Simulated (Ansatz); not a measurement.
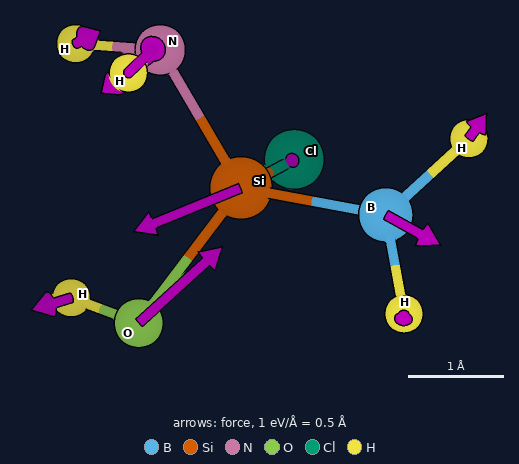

Starting geometry of BSiNH₅OCl (coarse preliminary run) with the computed forces as purple arrows. Style: ball-and-stick. Shown at a tilt.

The start comes from a force field.

All numbers below come from RKS PBE-D4/def2-SVP (Ansatz). (force threshold 0.03 eV/Å; at most 200 steps)

### What follows when this structure is relaxed?

It isn't relaxed: the largest force vector, on the Si atom, is 2.47 eV/Å. The final displacements have little in common with the starting forces (cosine between the two patterns 0.05). The atom that moves furthest after the best rigid fit is an H atom (1.62 Å). Largest moves by element: H 1.62 Å, N 0.82 Å, Cl 0.67 Å, B 0.62 Å, Si 0.61 Å, O 0.41 Å. Some distances before and after: B–N 2.991 → 1.637 Å, N–Si 1.778 → 1.922 Å, O–Si 1.789 → 1.674 Å, H–N 1.109 → 1.027 Å. Bond angles that change, for instance: B–Si–N 108.3° → 49.9°, B–Si–O 108.5° → 126.0°, Si–N–H 106.5° → 121.2°. Over 22 accepted moves (24 points after the start) the energy falls by 113.7 kJ/mol. The largest force component goes from 2.2 to 0.021 eV/Å. The line search rejected the trial steps at points 9, 22 of the run. The run took 30 s on 4 threads of Arm Neoverse V2, on a shared host.
